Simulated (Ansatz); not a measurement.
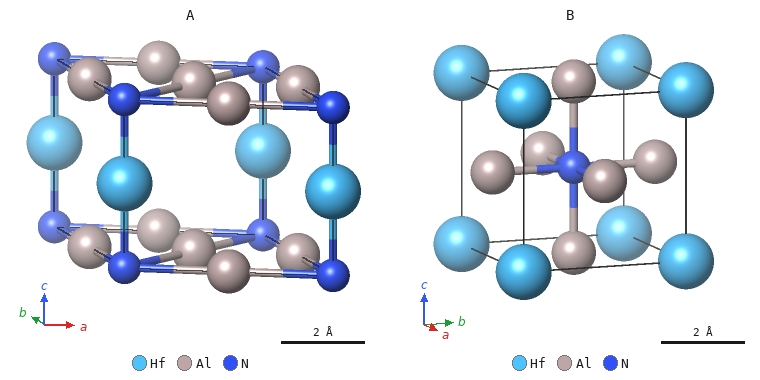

Two structures of HfAl3N, each relaxed to rest (conventional cells in solid outline, small ones repeated, not to one scale). Method: Ansatz 0.2.0, DFT PBE, scalar-relativistic, plane waves, PAW, without spin polarisation.

**What structure does each panel show?**

A: 5 atoms a cell on a primitive hexagonal lattice, P6/mmm. B: cubic antiperovskite, Pm-3m.

**Which structure wins energetically, and by what margin?**

B is lower, by 289 meV/atom at this level of theory (energies at zero smearing). Volumes: A 18.9, B 14.7 Å³/atom.

One or both may be structure types tried for this composition rather than known phases.
